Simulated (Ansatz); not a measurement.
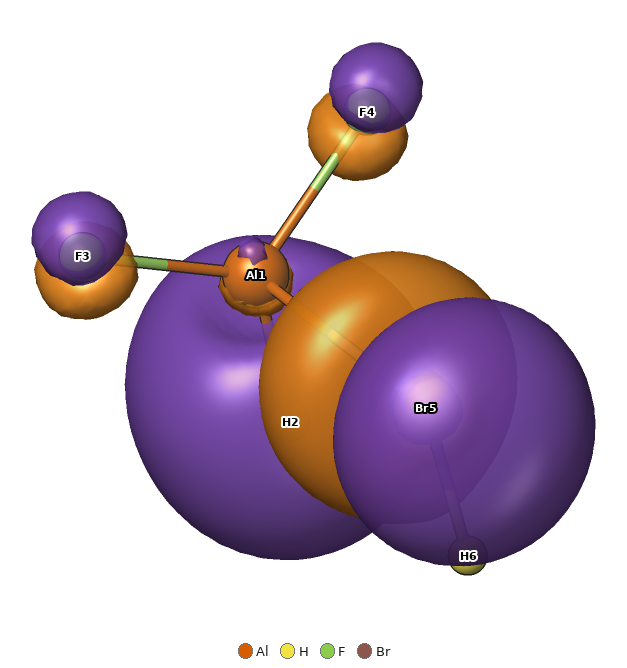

The picture shows: AlBrF$_{2}$H$_{2}$. The HOMO at ±0.1 Å⁻³ᐟ² (orange and purple are the two phases), seen at an oblique angle.

These are results of RHF/def2-SVP (Ansatz 0.2.0), not measurements.

The calculation's input:

```
crystal:
  periodic: [false, false, false]
  atoms:
    - { symbol: Al, position_ang: [0.005191, 0.267248, -0.078749] }
    - { symbol: H, position_ang: [0.029788, 0.161291, 1.472924] }
    - { symbol: F, position_ang: [1.401337, 0.401292, -0.926753] }
    - { symbol: F, position_ang: [-1.418684, 0.255707, -0.892989] }
    - { symbol: Br, position_ang: [0.067601, -2.996446, 1.465117] }
    - { symbol: H, position_ang: [0.070466, -1.620792, 2.035149] }
basis:
  gaussian: { orbitals: def2-SVP }
hamiltonian:
  xc: hf
relax:
  f_tol: 0.03
  max_steps: 50
output:
  orbitals: {}
```

Command:

```sh
ansatz run input.yaml --threads 1 --pin off --max-ram 2048MiB --backend cpu --events-out ev --progress --plain --runs-dir out
```

The fields are those of the run's last geometry, not of the input's.

Where does this orbital lie, and at what energy?

Answer. Its weight (Hirshfeld) is mainly on Br5 (about 40 %), H2 (about 35 %) and Al1 (about 25 %). Its energy is −12.69 eV.
